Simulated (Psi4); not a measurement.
**BH3O3 (B(OH)3): B3LYP/6-31G(d) (spherical functions)**

Aim: the vertical ionisation energy of BH3O3 (B(OH)3) at B3LYP/6-31G* (spherical functions), from 2 runs. 

Program for the calculation: Psi4 1.11.

1 further run of the same task is left out (set aside as unsound or not needed).

## Step 1: The molecule

BH3O3: 7 atoms, total charge 0, spin state singlet. SMILES: `OB(O)O`. Geometry: relaxed at GFN2-xTB. This is a higher conformer, about 20 kJ/mol above the lowest found by a separate search.

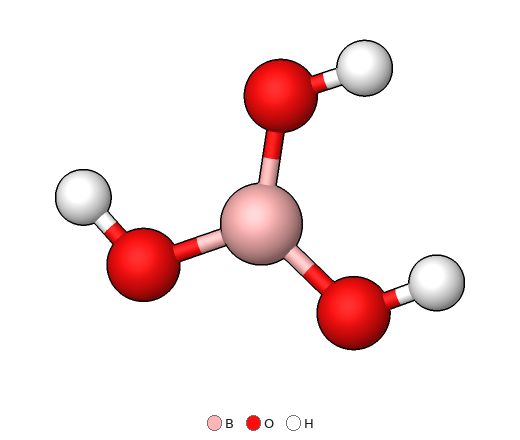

The structure, seen from a chosen angle (boron pink, oxygen red, hydrogen white).

## Step 2: A single-point energy at B3LYP/6-31G(d) (spherical functions)

Input file job.in:

```
memory 1600 mb

molecule {
  B      0.179410    -0.132540    -0.077360
  O      1.490810    -0.199570    -0.389610
  H      1.952260     0.628070    -0.259260
  O     -0.320640     1.062710     0.374830
  H     -1.250820     1.097850     0.589780
  O     -0.562320    -1.258630    -0.232330
  H     -1.488690    -1.197890    -0.006060
  symmetry c1
}

set {
  basis                6-31G*
  reference            rks
  puream               true
  e_convergence        1e-09
  d_convergence        1e-08
  scf_type             pk
  dft_radial_points    99
  dft_spherical_points 590
}

e_tot, wfn = energy("b3lyp", return_wfn=True)
oeprop(wfn, "MULLIKEN_CHARGES", "WIBERG_LOWDIN_INDICES", "MAYER_INDICES", title="B3LYP")
print_variables()
```

Launch:

```sh
$ psi4 job.in job.out -n 1
```

job.out, cut to the lines that bear on the results:

```text
[...]
  Running in c1 symmetry.
[...]
  Nuclear repulsion =  116.751213015521458
[...]
  Multiplicity = 1
[...]
  Nalpha       = 16
  Nbeta        = 16
[...]
    Number of basis functions: 62
[...]
   @RKS iter   1:  -252.10138492067301   -2.00182e-01   1.58465e-02 ADIIS/DIIS
[...]
   @RKS iter  10:  -252.46132102460086   -2.93312e-11   8.87728e-09 DIIS
[...]
    Orbital Energies [Eh]
    ---------------------
    Doubly Occupied:
       1A    -19.147157     2A    -19.142995     3A    -19.133659
       4A     -6.796738     5A     -1.046193     6A     -1.003874
       7A     -0.999281     8A     -0.587355     9A     -0.557255
      10A     -0.492350    11A     -0.415565    12A     -0.399648
      13A     -0.355063    14A     -0.332887    15A     -0.315688
      16A     -0.306082
[...]
  @RKS Final Energy:  -252.46132102460086
   => Energetics <=
    Nuclear Repulsion Energy =            116.7512130155214578
    One-Electron Energy =                -578.2767765464676586
    Two-Electron Energy =                 234.2490478587267830
    DFT Exchange-Correlation Energy =     -25.1848053523814350
    Empirical Dispersion Energy =           0.0000000000000000
    VV10 Nonlocal Energy =                  0.0000000000000000
    Total Energy =                       -252.4613210246008634
[...]
 Multipole Moments:
 ------------------------------------------------------------------------------------
     Multipole            Electronic (a.u.)      Nuclear  (a.u.)        Total (a.u.)
 ------------------------------------------------------------------------------------
 L = 1.  Multiply by 2.5417464519 to convert [e a0] to [Debye]
 Dipole X            :          0.2742214           -1.2355486           -0.9613272
 Dipole Y            :         -0.2250773            0.8385729            0.6134955
 Dipole Z            :         -0.1245749            0.5119870            0.3874121
 Magnitude           :                                                    1.2044147
[...]
  Mulliken Charges: (a.u.)
   Center  Symbol    Alpha    Beta     Spin     Total
       1     B     2.23808  2.23808  0.00000  0.52383
       2     O     4.28258  4.28258  0.00000 -0.56516
       3     H     0.29360  0.29360  0.00000  0.41280
       4     O     4.30008  4.30008  0.00000 -0.60015
       5     H     0.30030  0.30030  0.00000  0.39940
       6     O     4.28457  4.28457  0.00000 -0.56914
       7     H     0.30079  0.30079  0.00000  0.39843
   Total alpha = 16.00000, Total beta = 16.00000, Total charge =  0.00000
  Mayer Bond Indices:
[...]
```

It took 6.6 s on 1 thread of Intel Xeon 6975P-C (Granite Rapids), shared host; peak memory 0.89 GiB.

## Step 3: The doublet cation: energy and forces at UB3LYP/6-31G(d) (spherical functions)

Input file run.py:

```python
import psi4

psi4.set_memory('1600 MB')
psi4.set_num_threads(1)
psi4.core.set_output_file('bh3o3.out', False)

geom = psi4.geometry("""
1 2
B      0.33903576    -0.25046430    -0.14618921
O      2.81722260    -0.37713264    -0.73625620
H      3.68923672     1.18688029    -0.48993040
O     -0.60592178     2.00823085     0.70832604
H     -2.36370723     2.07463583     1.11452267
O     -1.06263079    -2.37846599    -0.43904007
H     -2.81321638    -2.26368403    -0.01145174
units bohr
symmetry c1
no_reorient
no_com
""")

psi4.set_options({
    'basis': '6-31G*',
    'reference': 'uks',
    'puream': True,
    'e_convergence': 1e-09,
    'd_convergence': 1e-08,
    'scf_type': 'pk',
    'dft_radial_points': 99,
    'dft_spherical_points': 590,
    'maxiter': 200,
})

e, wfn = psi4.gradient("b3lyp", molecule=geom, return_wfn=True)
psi4.oeprop(wfn, "DIPOLE", "MULLIKEN_CHARGES", "WIBERG_LOWDIN_INDICES")
print('gradient / Eh bohr^-1')
print(e.np.round(6))
print(f'energy = {wfn.energy():.10f} Eh')
```

Launch:

```sh
$ python run.py
```

bh3o3.out, cut to the lines that bear on the results:

```text
[...]
  Running in c1 symmetry.
[...]
  Nuclear repulsion =  116.751213181587872
[...]
  Multiplicity = 2
[...]
  Nalpha       = 16
  Nbeta        = 15
[...]
    Number of basis functions: 62
[...]
   @UKS iter   1:  -251.82455313578041    7.66497e-02   1.18988e-02 DIIS/ADIIS
[...]
   @UKS iter  21:  -252.04163888122423   -6.53699e-13   3.15913e-09 DIIS
[...]
   @S^2 Observed:                7.592918692E-01
[...]
  @UKS Final Energy:  -252.04163888122423
   => Energetics <=
    Nuclear Repulsion Energy =            116.7512131815878718
    One-Electron Energy =                -568.4451157849289302
    Two-Electron Energy =                 224.4991810226442794
    DFT Exchange-Correlation Energy =     -24.8469173005274726
    Empirical Dispersion Energy =           0.0000000000000000
    VV10 Nonlocal Energy =                  0.0000000000000000
    Total Energy =                       -252.0416388812242303
[...]
  -Total Gradient:
     Atom            X                  Y                   Z
    ------   -----------------  -----------------  -----------------
       1        0.057045682851    -0.021831994779    -0.019039155206
       2       -0.016944343040     0.030246239734     0.012454473537
       3       -0.019562863859    -0.027840450179    -0.003582926465
       4       -0.032338214510     0.001835356617     0.007699617746
       5        0.017562801423    -0.005137494362    -0.005268388705
       6       -0.026616395053     0.019555354958     0.011643191350
       7        0.020858944329     0.003155615916    -0.003913120226
[...]
 Multipole Moments:
 ------------------------------------------------------------------------------------
     Multipole            Electronic (a.u.)      Nuclear  (a.u.)        Total (a.u.)
 ------------------------------------------------------------------------------------
 L = 1.  Multiply by 2.5417464519 to convert [e a0] to [Debye]
 Dipole X            :         -9.5628679            9.3968522           -0.1660158
 Dipole Y            :          6.5382185           -6.2334317            0.3047868
 Dipole Z            :          3.9762400           -3.8535674            0.1226727
 Magnitude           :                                                    0.3681098
[...]
```

The script printed:

```text
gradient / Eh bohr^-1
[[ 0.057046 -0.021832 -0.019039]
 [-0.016944  0.030246  0.012454]
 [-0.019563 -0.02784  -0.003583]
 [-0.032338  0.001835  0.0077  ]
 [ 0.017563 -0.005137 -0.005268]
 [-0.026616  0.019555  0.011643]
 [ 0.020859  0.003156 -0.003913]]
energy = -252.0416388812 Eh
```

Run time: 20 s. Hardware: 1 thread of Intel Xeon 6975P-C (Granite Rapids), shared host; peak memory 0.88 GiB.

## Step 4: What came out

At B3LYP/6-31G* (spherical functions):

```
                                          quantity          value
                       singlet BH3O3: total energy  -252.46132 Eh
                      singlet BH3O3: dipole moment         3.06 D
                        singlet BH3O3: HOMO energy       -8.33 eV
                        singlet BH3O3: LUMO energy        1.16 eV
                      singlet BH3O3: HOMO–LUMO gap        9.49 eV
                      doublet cation: total energy  -252.04164 Eh
doublet cation: HOMO energy (highest over α and β)      -15.40 eV
 doublet cation: LUMO energy (lowest over α and β)      -14.47 eV
                              doublet cation: ⟨S²⟩          0.759
          doublet cation: largest force on an atom     3.290 eV/Å
vertical ionisation energy (to the doublet cation)      11.420 eV
```

What this shows: Removing an electron at fixed nuclei costs 11.42 eV (263 kcal/mol). The negative HOMO energy of the first species, 8.33 eV, lies 3.09 eV below that difference. Mulliken charges (doublet cation) run from -0.48 on O4 to +0.62 on B1; they depend strongly on the basis.
